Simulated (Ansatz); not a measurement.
## NaHgF3 (Pm-3m): refractive index against wavelength

The refractive index of NaHgF3 (Pm-3m) below the direct gap (2.83 eV on the mesh) is read from one computed spectrum, n = √(Re ε).

It takes space group Pm-3m (No. 221, cubic). The conventional cell has a = 4.561 Å, b = 4.561 Å, c = 4.561 Å, α = 90.00°, β = 90.00°, γ = 90.00°. Hg on site b is surrounded by 6 F at 2.28 Å. Na on site a has 12 F at 3.22 Å as nearest neighbours. F on site c has 2 Hg at 2.28 Å as nearest neighbours.

Method: Ansatz 0.2.0, PBE, independent particles, k-mesh 8×8×8 with interpolation inside its cells, Gaussian parameter 0.1 eV.

Launch of the response step: `ansatz run input.yaml --threads 4 --pin off --max-ram 8192MiB --backend cpu --events-out ev --progress --plain --runs-dir out`. The run took 21 s, on 4 threads of Arm Neoverse V1 (shared host).

```tsv
wavelength (nm)	photon energy E (eV)	n
2000	0.620	1.7318
1550	0.800	1.7371
1310	0.946	1.7427
1064	1.165	1.7533
850	1.459	1.7725
700	1.771	1.8012
633	1.959	?
```

In the single-oscillator model n² − 1 = E₀E_d/(E₀² − E²), so 1/(n² − 1) = E₀/E_d − E²/(E₀E_d) is linear in E².

Working, on the rows shown:

| x = E² (eV²) | y = 1/(n² − 1) |
| --- | --- |
| 0.384302 | 0.500217 |
| 0.639837 | 0.495659 |
| 0.895757 | 0.490917 |
| 1.35784 | 0.482146 |
| 2.12762 | 0.466907 |
| 3.13716 | 0.445569 |

Means: x̄ = 1.4238, ȳ = 0.48024. Σ(x − x̄)(y − ȳ) = -0.1074, Σ(x − x̄)² = 5.409. Slope = -0.1074 / 5.409 = -0.01986; intercept = ȳ − slope · x̄ = 0.50851. Turned back into n, the line misses the rows shown by at most 0.0009.

**Question.** What does the fit predict for the withheld row, and how well does it do?

**Answer.** At x = 3.8364 the line gives y = 0.43233, that is 1.8202. The run gave 1.8242, so the extrapolation is off by 0.004, 4 % of the range in the table.

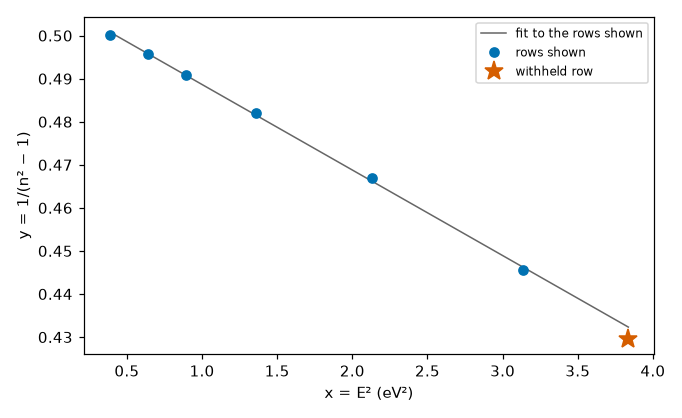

Refitted with all rows, the slope is -0.0204 and the intercept 0.50907. These give E₀ = √(intercept/−slope) = 5.00 eV and E_d = E₀/intercept = 9.8 eV; E₀ is 1.8 times the direct gap. The electronic limit at long wavelengths, without lattice vibrations, is n = √(1 + 1/intercept) = 1.722. The structure is a model and need not exist. Excitons are left out and so are local fields. Spin-orbit coupling is left out.

[Logs are printed without paths, hosts, clocks, repeated set-up lines and the standing remarks that a program may print on its own settings, such as how far it seeks lower states.]
